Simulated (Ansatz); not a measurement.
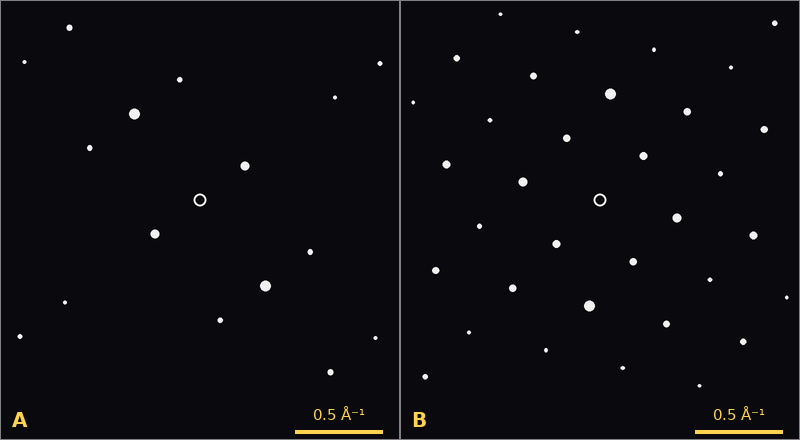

Kinematic electron diffraction patterns (200 kV, B = 0.5 Å², same scale, each along a low-index zone) of two structures of composition BeN2, each relaxed at zero pressure with DFT PBE, scalar-relativistic, plane waves, PAW in Ansatz 0.2.0.

The structures (standard cells):
1. R-3m (No. 166), a = 2.991 Å, c = 8.402 Å (hexagonal axes), 9 atoms; generated start, possibly hypothetical
2. I4_1/amd (No. 141), a = 3.219 Å, c = 10.501 Å, 12 atoms; generated start, possibly hypothetical

Which pattern belongs to which structure, and along which zone?

A is structure 2 along [101] or an equivalent direction: rectangular net of 1 0 -1 at d = 3.08 Å and 0 2 0 at d = 1.61 Å, 90.0° apart (some points of this net are extinct or too weak to see). B is structure 1 along [100] or an equivalent direction: oblique net of 0 0 3 at d = 2.80 Å and 0 -1 1 at d = 2.48 Å, 72.9° apart.

Rank the structures by their computed energy.

Structure 1 (R-3m, 7.23 Å³ an atom) is the lowest of these; structure 2 (I4_1/amd, 9.07 Å³ an atom) lies about 200 meV an atom higher. These are static energies at 0 K; other structures, not shown, may lie lower still.
